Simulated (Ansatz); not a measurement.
# C₂HGeN (SMILES C#C[N+]#[Ge-]): what the fields show

```xyz
5

C     0.0000    0.0000   -1.3752
C     0.0000    0.0000   -0.1537
Ge    0.0000    0.0000    2.8291
N     0.0000    0.0000    1.1393
H     0.0000    0.0000   -2.4395
```

Geometry: B3LYP/6-31G*.

Computed with Ansatz, isolated molecule in a Gaussian basis; Kohn-Sham density functional theory, functional PBE0.

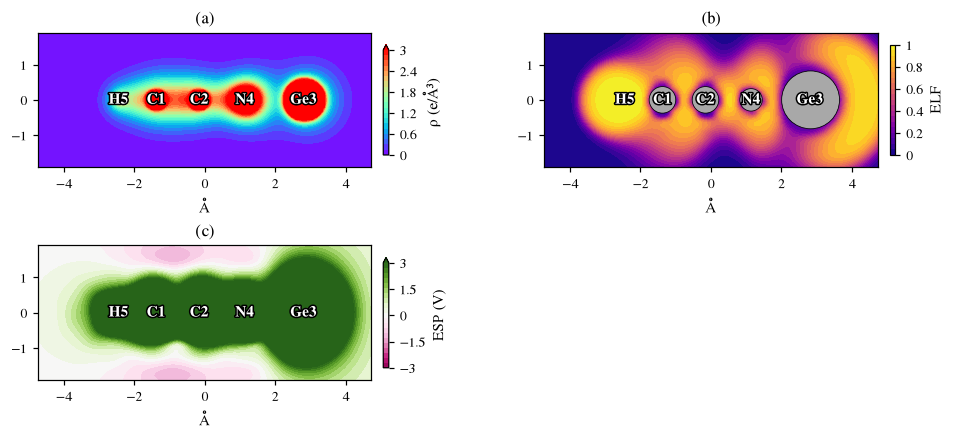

Figure 1. (a) total electron density; (b) ELF; (c) molecular electrostatic potential on a plane that holds the molecular axis. Grey discs cover the atomic cores in the ELF map.

**Read the bonding off the picture.**

Atoms in the plane: C, Ge, N and H. C–C (1.22 Å): ρ at the midpoint is about 2.7 e/Å³; the ELF peaks at about 0.85 between the atoms (a short, multiple covalent bond). C–N (1.29 Å): ρ is about 2.6 e/Å³ halfway; the ELF peaks at about 0.90 between the atoms: a covalent bond. Ge–N (1.69 Å): the density is about 1.2 e/Å³ at the midpoint; the ELF peaks at about 0.80 in the valence shell of N, 0.6 Å from its nucleus, and is about 0.30 at the midpoint. C–H (1.06 Å): the density is about 2.1 e/Å³ at the midpoint; the ELF climbs to about 1 towards the hydrogen, as it does in any bond to H (an ordinary covalent bond to hydrogen). Outside the dense part of the molecule the potential is most negative (−1.2 V) near C1.

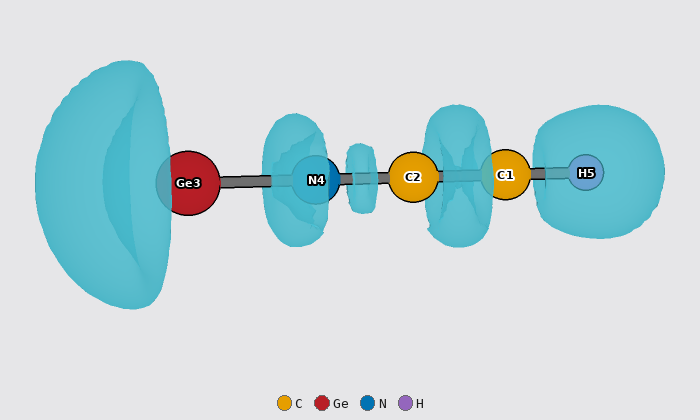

Figure 2. Isosurface of the electron localisation function at 0.8 (cyan), seen from one side. Only the valence region is drawn (cores and ρ < 0.01 e/Å³ removed).

**What do the ELF domains correspond to?**

The surface consists of one region between bonded C–C atoms (shared pairs), one region between bonded C–N atoms (shared pairs), one region around a hydrogen nucleus, one lobe on Ge, pointing away from the bonds (lone pairs) and one region wrapped around N (its valence shell).

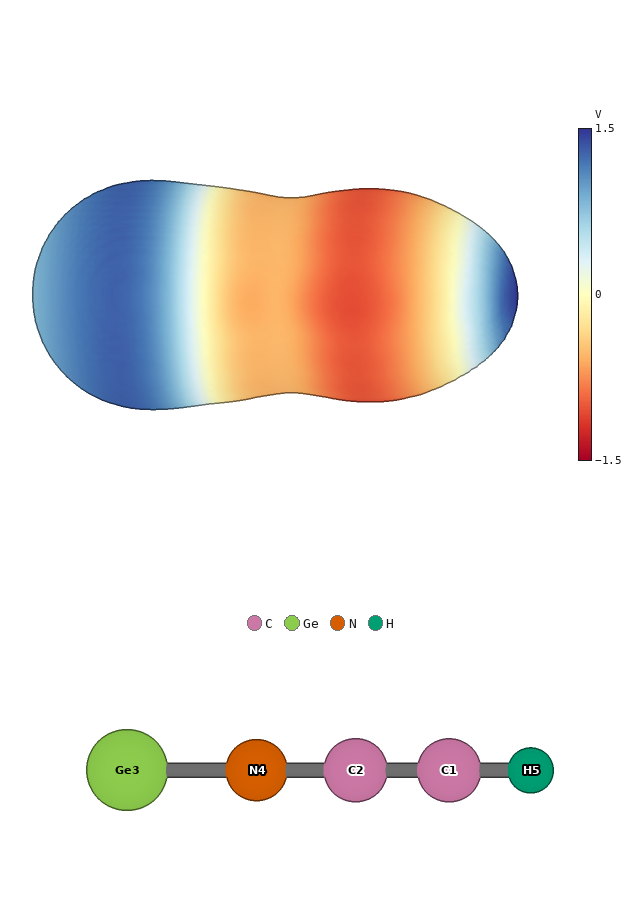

Figure 3. The electrostatic potential painted on the density surface at 0.002 e/bohr³, seen across its widest extent; red is negative and blue positive. The bare structure is drawn below in the same view.

**Describe the electrostatic potential map.**

The most negative region (about −1.1 V, or −25 kcal/mol for a unit charge) lies over C1 and C2, the most positive (about +1.4 V, or +32 kcal/mol for a unit charge) over H5.
